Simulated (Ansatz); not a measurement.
# BF: the cost of one run

All numbers are computed with Ansatz 0.2.0 through its Python package. The levels of theory stand in the script.

### Step 1. Starting point

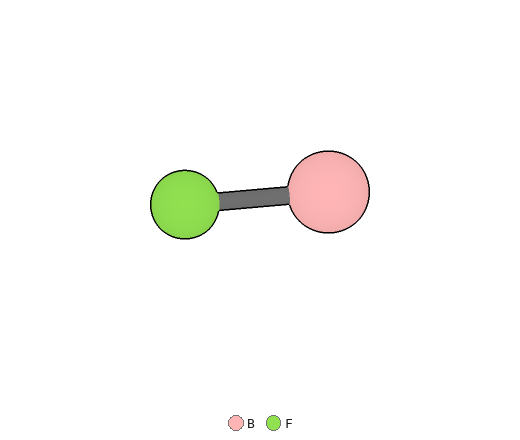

The starting structure, viewed from a chosen angle; boron pink, fluorine green.

No structure file is read: the coordinates are typed or built in the script.

### Step 2. Script

Contents of run_composite.py:

```python
# -*- coding: utf-8 -*-
'''A composite energy for BF(+): DFT geometry, MP2 basis limit, coupled-cluster correction.'''

import itertools

import ansatz as az
from ase.data import atomic_numbers, covalent_radii
import numpy as np

BASIS_SET = 'def2-SVP'
XC = 'r2scan'
NET_CHARGE = 1

system = (
    az.Crystal.molecule()
    .atom('B', (0.0, 0.0, 0.0))
    .atom('F', (0.0, 0.0, 1.53))
)

base = (
    system.calculation()
    .basis(gaussian=BASIS_SET)
    .functional(XC)
    .charge(NET_CHARGE)
    .spin('collinear', total=1)
)
symbols = [site.symbol for site in system.cartesian_sites]
start = np.array([site.position_ang for site in system.cartesian_sites], dtype=float)
summary = base.relax(force_tolerance=0.01).run(threads=1, backend='cpu').report
end = np.array(summary['positions_ang'])
# pairs closer than 1.2 times the sum of covalent radii, before or after
radius = [covalent_radii[atomic_numbers[s]] for s in symbols]
span = lambda where, i, j: np.linalg.norm(where[i] - where[j])
bonded = [(i, j) for i, j in itertools.combinations(range(len(symbols)), 2) if min(span(start, i, j), span(end, i, j)) < 1.2 * (radius[i] + radius[j])]
print('pair        before    after (A)')
for i, j in bonded:
    print(f'{symbols[i]}{i}-{symbols[j]}{j}'.ljust(10), f'{span(start, i, j):8.4f} {span(end, i, j):8.4f}')

minimum = az.Crystal.molecule()
for symbol, place in zip(symbols, end):
    minimum = minimum.atom(symbol, place.tolist())
at_minimum = minimum.calculation().charge(NET_CHARGE).spin('collinear', total=1)
# MP2 extrapolated to the basis limit, plus the small-basis difference CCSD(T) - MP2
level = lambda method, basis: at_minimum.basis(gaussian=basis).correlation(method).run(threads=1, backend='cpu').report
small, large, cluster = level('mp2', 'cc-pVDZ'), level('mp2', 'cc-pVTZ'), level('ccsd_t', 'cc-pVDZ')
corr = lambda each: (each['free_energy_ev'] - each['reference_energy_ev']) / 27.211386246
mp2_limit = (27 * corr(large) - 8 * corr(small)) / 19
pieces = {'HF / cc-pVTZ': large['reference_energy_ev'] / 27.211386246, 'MP2 correlation, DZ-TZ limit': mp2_limit, 'CCSD(T) - MP2 / cc-pVDZ': corr(cluster) - corr(small)}
for name, value in pieces.items():
    print(f'{name:32s} {value:14.6f} Ha')
print(f'{"sum":32s} {sum(pieces.values()):14.6f} Ha')
print('T1 diagnostic', round(cluster['correlation']['coupled_cluster']['t1_diagnostic'], 4))
```

### Step 3. The calls as engine input

The package turns the script's settings into the engine's input (first run):

```yaml
crystal:
  periodic: [false, false, false]
  atoms:
    - { symbol: B, position_ang: [0.0, 0.0, 0.0] }
    - { symbol: F, position_ang: [0.0, 0.0, 1.53] }
basis:
  gaussian:
    orbitals: def2-SVP
hamiltonian:
  xc: r2scan
magnetization:
  spin_polarized: true
  initial_magnetization: 1.0
total_charge: 1.0
relax:
  f_tol: 0.01
```

### Step 4. Running it

The run is started by

```console
$ python run_composite.py
```

**Question.** How long does this script take on 1 thread of Arm Neoverse N1, shared host, and how much memory does it need?

About 11 s, with a peak of 0.18 GiB.
